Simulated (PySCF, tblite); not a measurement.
# C₃H₆BO₃ radical: geometry, infrared bands and EPR parameters

Wanted: the infrared bands and EPR parameters of C₃H₆BO₃ radical (`[CH2][C@H]1COB(O)O1`), by calculation.

Programs: tblite 0.8.0 and PySCF 2.14.0, with density-fitted response routines of our own. Each step states its level of theory. These are calculated values for one molecule in the gas phase, unless marked as measured. Atoms are numbered from 0 throughout.

## (1) The molecule as given

13 atoms, charge 0, multiplicity 2; geometry from: force field or distance geometry start.

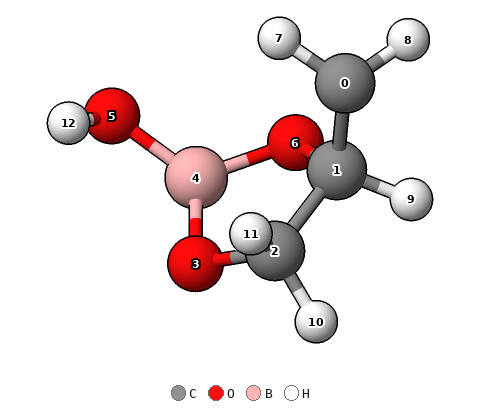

The starting geometry (carbon grey, oxygen red, boron pink, hydrogen white), atoms numbered.

## (2) Optimising the geometry with GFN2-xTB

The job: settings as JSON, then the geometry in Å.

```
{"job": {"kind": "relax", "xc": "GFN2-xTB", "basis": "xTB"}, "charge": 0, "multiplicity": 2}
C     -1.462900    -0.579400     0.831600
C     -0.861500     0.121800    -0.361300
C      0.034100     1.277300     0.015600
O      1.313400     0.996400    -0.424200
B      1.267500    -0.419900    -0.753000
O      2.242100    -1.408500    -0.303900
O     -0.093000    -0.765000    -1.112700
H     -0.764700    -1.202500     1.405400
H     -2.322900    -1.175300     0.466600
H     -1.706200     0.541200    -0.944600
H     -0.292000     2.220000    -0.508400
H      0.024700     1.450700     1.118500
H      2.617000    -1.056400     0.552600
```

Command:

```
OMP_NUM_THREADS=1 python probes_run.py task.json out
```

The driver reads the jobs from task.json and runs them one after another.

The program printed:

```text
step      E/eV     max force
  0    -623.09719    3.130
  1    -623.54656    1.835
  2    -623.73871    1.002
  3    -623.79984    0.872
  4    -623.89869    0.622
  5    -623.93356    0.571
  6    -623.98593    0.548
  7    -624.03431    0.681
  8    -624.09201    0.682
  9    -624.14347    0.662
 10    -624.19561    0.615
 11    -624.24703    0.661
 12    -624.29604    0.666
 13    -624.33595    0.471
 14    -624.36756    0.403
 15    -624.39328    0.663
 16    -624.41366    0.696
 17    -624.43170    0.342
 18    -624.44137    0.181
 19    -624.44447    0.173
 20    -624.45325    0.258
 21    -624.46202    0.295
 22    -624.47305    0.292
 23    -624.48149    0.258
 24    -624.48724    0.214
 25    -624.49126    0.144
 26    -624.49525    0.178
 27    -624.49834    0.148
 28    -624.50054    0.126
 29    -624.50247    0.109
 30    -624.50448    0.114
 31    -624.50644    0.102
 32    -624.50815    0.111
 33    -624.50997    0.117
 34    -624.51269    0.155
 35    -624.51699    0.204
 36    -624.52195    0.190
 37    -624.52608    0.186
 38    -624.52974    0.163
 39    -624.53319    0.160
 40    -624.53769    0.157
 41    -624.54227    0.163
 42    -624.54580    0.212
 43    -624.54650    0.283
 44    -624.54938    0.142
 45    -624.55090    0.176
 46    -624.55507    0.184
 47    -624.56040    0.149
 48    -624.56372    0.127
 49    -624.56554    0.126
 50    -624.56716    0.111
 51    -624.56874    0.107
 52    -624.57058    0.099
 53    -624.57165    0.070
 54    -624.57156    0.140
 55    -624.57260    0.064
 56    -624.57296    0.051
 57    -624.57353    0.041
 58    -624.57379    0.041
 59    -624.57395    0.039
 60    -624.57419    0.036
 61    -624.57453    0.042
 62    -624.57496    0.048
 63    -624.57553    0.060
 64    -624.57630    0.075
 65    -624.57737    0.086
 66    -624.57860    0.114
 67    -624.58007    0.087
 68    -624.58137    0.167
 69    -624.58310    0.092
 70    -624.58450    0.161
 71    -624.58601    0.090
 72    -624.58682    0.097
 73    -624.58757    0.071
 74    -624.58805    0.056
 75    -624.58865    0.063
 76    -624.58920    0.059
 77    -624.58987    0.052
 78    -624.59038    0.053
 79    -624.59078    0.049
 80    -624.59106    0.086
 81    -624.59118    0.063
 82    -624.59146    0.045
 83    -624.59165    0.034
 84    -624.59187    0.042
 85    -624.59216    0.044
 86    -624.59251    0.053
 87    -624.59282    0.038
 88    -624.59297    0.030
 89    -624.59308    0.044
 90    -624.59319    0.026
 91    -624.59329    0.015
 92    -624.59333    0.015
 93    -624.59339    0.013
 94    -624.59342    0.013
 95    -624.59344    0.009
```

Wall time 0.33 s (1 thread of Arm Neoverse V2, shared host).

Step by step: (not every step is listed)

| step | energy from step 0 (eV) | largest force (eV/Å) |
| --- | --- | --- |
| 0 | 0.0000 | 3.1300 |
| 1 | -0.4494 | 1.8351 |
| 2 | -0.6415 | 1.0019 |
| 3 | -0.7027 | 0.8724 |
| 4 | -0.8015 | 0.6219 |
| 5 | -0.8364 | 0.5711 |
| 6 | -0.8887 | 0.5476 |
| 7 | -0.9371 | 0.6805 |
| 8 | -0.9948 | 0.6821 |
| 16 | -1.3165 | 0.6957 |
| 24 | -1.3901 | 0.2140 |
| 32 | -1.4110 | 0.1113 |
| 40 | -1.4405 | 0.1566 |
| 48 | -1.4665 | 0.1267 |
| 56 | -1.4758 | 0.0506 |
| 64 | -1.4791 | 0.0752 |
| 72 | -1.4896 | 0.0968 |
| 80 | -1.4939 | 0.0857 |
| 88 | -1.4958 | 0.0297 |
| 90 | -1.4960 | 0.0263 |
| 91 | -1.4961 | 0.0152 |
| 92 | -1.4961 | 0.0152 |
| 93 | -1.4962 | 0.0132 |
| 94 | -1.4962 | 0.0134 |
| 95 | -1.4963 | 0.0090 |

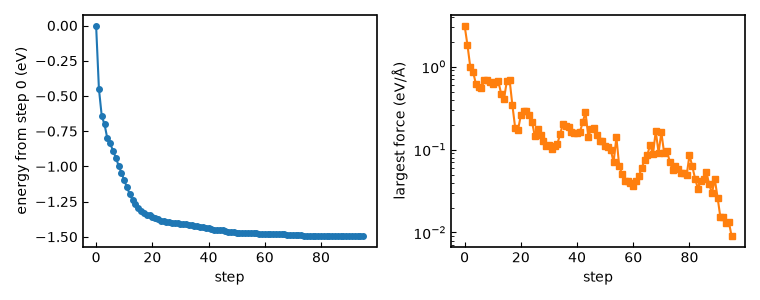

Energy and force, step by step.

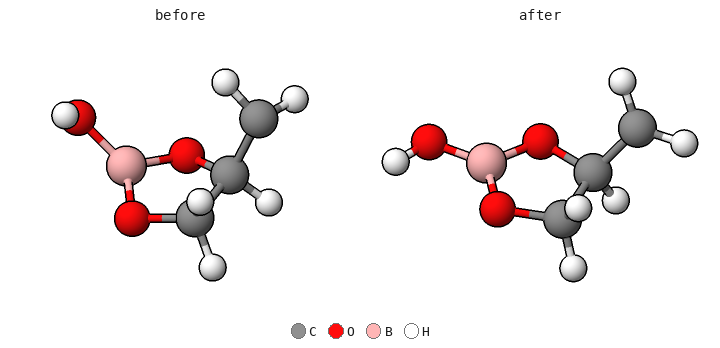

The geometry before (left) and after (right).

Distances of close pairs at the start and the end, largest changes first:

| bond | before (Å) | after (Å) | change (Å) |
| --- | --- | --- | --- |
| B4–O5 | 1.459 | 1.341 | -0.118 |
| B4–O6 | 1.449 | 1.365 | -0.084 |
| C1–C2 | 1.510 | 1.585 | +0.076 |
| O3–B4 | 1.455 | 1.386 | -0.069 |
| C0–C1 | 1.509 | 1.465 | -0.043 |
| O5–H12 | 0.999 | 0.956 | -0.043 |
| C0–H8 | 1.108 | 1.071 | -0.037 |
| C2–H10 | 1.127 | 1.093 | -0.034 |

The end geometry stands in the next job.

## (3) Infrared spectrum with GFN2-xTB

The job: settings as JSON, then the geometry in Å.

```
{"job": {"kind": "ir", "xc": "GFN2-xTB", "basis": "xTB"}, "charge": 0, "multiplicity": 2}
C     -1.770820    -0.584913     0.703547
C     -0.848433    -0.104726    -0.328957
C     -0.030884     1.178743     0.115286
O      1.317014     0.804274     0.011411
B      1.386052    -0.512730    -0.414497
O      2.533354    -1.180625    -0.602020
O      0.153796    -1.058423    -0.628499
H     -1.479027    -1.389470     1.346405
H     -2.712998    -0.095432     0.843830
H     -1.389778     0.128128    -1.259050
H     -0.225509     2.031024    -0.540696
H     -0.254572     1.449902     1.151674
H      3.317417    -0.665266    -0.416164
```

The program printed:

```text
mode    cm-1     km/mol
  1      76.3      0.60
  2     154.2      0.48
  3     172.3      2.12
  4     275.0     11.19
  5     348.2     17.19
  6     434.8      5.96
  7     476.1     39.59
  8     484.6     85.49
  9     569.3    114.52
 10     581.2     76.04
 11     677.0     11.16
 12     823.4      0.40
 13     875.5      2.81
 14     891.0     82.68
 15     930.9    119.18
 16     959.9     14.61
 17    1082.3     84.58
 18    1087.4     54.41
 19    1137.9    328.36
 20    1155.2     66.23
 21    1174.8     13.98
 22    1207.5     41.56
 23    1268.1     32.89
 24    1291.0     74.73
 25    1363.8     97.06
 26    1373.5    486.67
 27    1467.3      0.91
 28    2826.3     35.94
 29    2922.3     36.12
 30    2942.2     34.37
 31    3149.7      7.69
 32    3206.1     15.38
 33    3643.1     40.55
```

It took 0.21 s on 1 thread of Arm Neoverse V2, shared host.

The strongest bands and the atoms that carry them (share of the mass-weighted mode):

| cm⁻¹ | km/mol | atoms |
| --- | --- | --- |
| 485 | 85.5 | H12 80 % |
| 569 | 114.5 | B4 45 %, O5 23 % |
| 891 | 82.7 | H12 28 %, O3 18 %, O5 11 % |
| 931 | 119.2 | H12 37 %, O6 23 %, H8 13 % |
| 1082 | 84.6 | C1 39 %, O6 18 % |
| 1138 | 328.4 | B4 35 %, H9 11 % |
| 1364 | 97.1 | H7 34 %, H8 34 %, C0 16 % |
| 1374 | 486.7 | B4 64 %, O5 13 % |

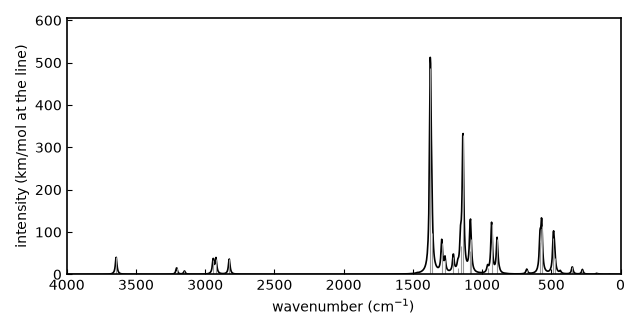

The infrared spectrum from these modes, unscaled. Lines are broadened to a width of 14 cm⁻¹ (Lorentzian).

## (4) g tensor and hyperfine couplings: B3LYP/pcH-1

Same as in step 3 but for these lines:

```diff
@@ -1,2 +1,2 @@
-{"job": {"kind": "ir", "xc": "GFN2-xTB", "basis": "xTB"}, "charge": 0, "multiplicity": 2}
+{"job": {"kind": "epr", "basis": "pcH-1"}, "charge": 0, "multiplicity": 2}
 C     -1.770820    -0.584913     0.703547
```

Method: UKS B3LYP, pcH-1 on B C H O, non-relativistic, mean-field spin-orbit, GIAO.

The program printed:

```text
UKS, coarse grid
  cycle   1  E = -368.36313112  |g| = 7.58e-01
  cycle   2  E = -368.12840200  |g| = 1.13e+00
  cycle   3  E = -368.55566775  |g| = 6.48e-02
  cycle   4  E = -368.55702156  |g| = 3.72e-02
  cycle   5  E = -368.55758706  |g| = 1.08e-02
  cycle   6  E = -368.55762388  |g| = 4.36e-03
  cycle   7  E = -368.55763191  |g| = 1.13e-03
  cycle   8  E = -368.55763174  |g| = 5.75e-04
UKS, final grid
  cycle   1  E = -368.55761470  |g| = 8.15e-04
  cycle   2  E = -368.55761432  |g| = 1.35e-03
  cycle   3  E = -368.55761494  |g| = 9.63e-05
  cycle   4  E = -368.55761494  |g| = 2.03e-05
E = -368.55761494 Eh   <S^2> = 0.7537 (exact 0.7500)
g shifts (ppm)      1          2          3
  rmc          -144       -144       -144
  gc             12         28         37
  oz_so          21        356        581
  total        -110        241        475
hyperfine (MHz)  atom isotope    a_iso     a_fc   dipolar eigenvalues
    0   13C      88.99      88.99    -81.36    -80.81    162.16
    1   13C     -36.33     -36.33     -2.30     -0.39      2.68
    2   13C      96.05      96.05     -7.22     -5.91     13.13
    3   17O       0.39       0.39     -4.87      2.24      2.63
    4   11B      -1.60      -1.60     -0.84     -0.16      1.00
    5   17O      -0.44      -0.44     -0.15     -0.05      0.20
    6   17O      -2.18      -2.18     -3.03      1.21      1.83
    7    1H     -64.72     -64.72    -39.42     -0.09     39.50
    8    1H     -63.05     -63.05    -39.32     -0.36     39.68
    9    1H      70.39      70.39     -5.54     -4.18      9.72
   10    1H       5.21       5.21     -3.73     -2.15      5.88
   11    1H      -2.52      -2.52     -7.44     -1.31      8.74
   12    1H       0.09       0.09     -0.62     -0.53      1.15
```

It took 38 s on 1 thread of Arm Neoverse V2, shared host; peak memory 0.86 GiB.

Principal g values 2.00221, 2.00256, 2.00279; g(iso) = 2.00252, against 2.00232 for a free electron.

Mean a(iso) over the nuclei that a row names, and the largest dipolar term of the row (other rows stand at the frozen geometry):

| nuclei | isotope | a(iso) (MHz) | a(iso) (G, at g = 2.0023) | largest dipolar term (MHz) |
| --- | --- | --- | --- | --- |
| C2 | 13C | 96.1 | 34.3 | 13.1 |
| C0 | 13C | 89.0 | 31.8 | 162.2 |
| H9 | 1H | 70.4 | 25.1 | 9.7 |
| H7, H8 | 1H | -63.9 | -22.8 | 39.7 |
| C1 | 13C | -36.3 | -13.0 | 2.7 |
| H10 | 1H | 5.2 | 1.9 | 5.9 |
| H11 | 1H | -2.5 | -0.9 | 8.7 |
| O6 | 17O | -2.2 | -0.8 | -3.0 |
| B4 | 11B | -1.6 | -0.6 | 1.0 |
| O5 | 17O | -0.4 | -0.2 | 0.2 |
| O3 | 17O | 0.4 | 0.1 | -4.9 |
| H12 | 1H | 0.1 | 0.0 | 1.1 |

Mulliken spin populations:

C0 1.07; C1 -0.08; C2 0.05; O3 0.01; B4 0.00; O5 0.00; O6 0.00; H7 -0.05; H8 -0.04; H9 0.03; H10 0.01; H11 0.00; H12 0.00

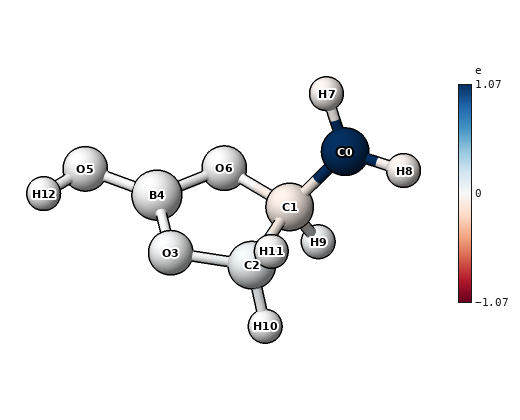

Mulliken spin populations, as colours on the atoms.

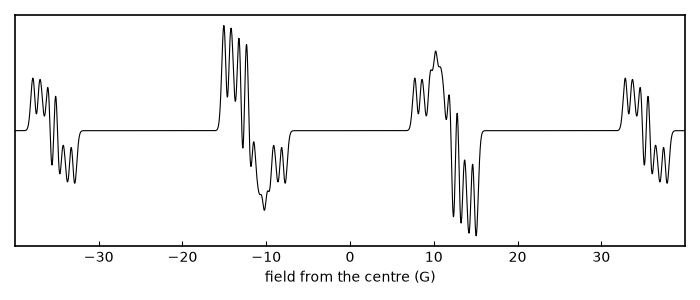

First-order isotropic spectrum (first derivative, main isotopes with spin only, couplings over 0.8 MHz, Gaussian width 0.3 G; couplings of the frozen geometry, rotation of groups not averaged beyond the rows shown).

The fields below are evaluated on a grid from the run's orbitals.

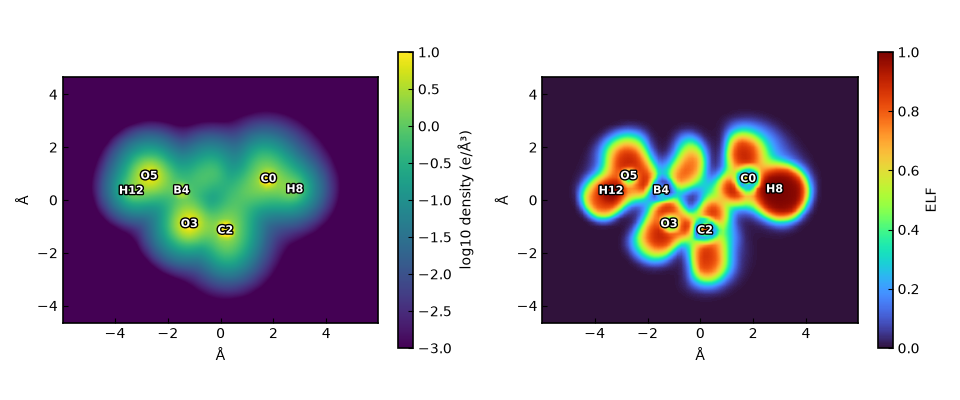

Density (left) and ELF (right) in a plane through or near 7 of the atoms.

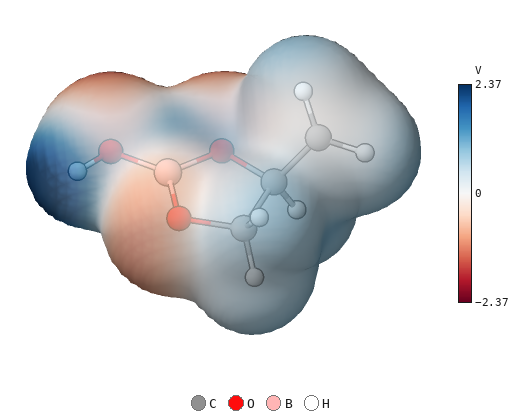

Electrostatic potential on the surface of density 0.002 e/bohr³; red is low, blue high. It runs from -1.59 V near O6 to 2.37 V near H12.

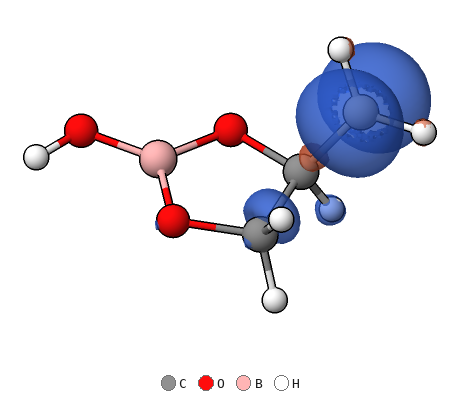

Spin density at ±0.04 e/Å³ (alpha excess blue, beta excess red).

## (5) Results

| quantity | value |
| --- | --- |
| strongest single infrared mode (GFN2-xTB) | 1374 cm⁻¹, 487 km/mol |
| zero-point energy (GFN2-xTB) | 58.7 kcal/mol |
| g(iso) (B3LYP) | 2.00252 |
| ⟨S²⟩ | 0.754 (exact 0.75) |
| largest a(iso) (averaged by class) | 13C on C2, 96.1 MHz |
| potential on the surface of density 0.002 e/bohr³, 1st and 99th percentile | -1.59 V and 2.37 V |

What this shows: Relaxing lowered the energy by 1.496 eV in 95 steps; the close pair that moved most is B4–O5, from 1.459 to 1.341 Å. No mode is imaginary among the 33: a minimum at this level. The strongest single mode, at 1374 cm⁻¹, moves mainly B4. GFN2-xTB is a fitted tight-binding method: band positions and strengths are rough. Its intensities can rank the bands wrongly. C0 carries the largest spin population, 1.07 e. The isotropic g lies 0.2 ppt above the free-electron value. The conformer search found further structures of the same energy, which may be mirror or relabelled copies of this one.
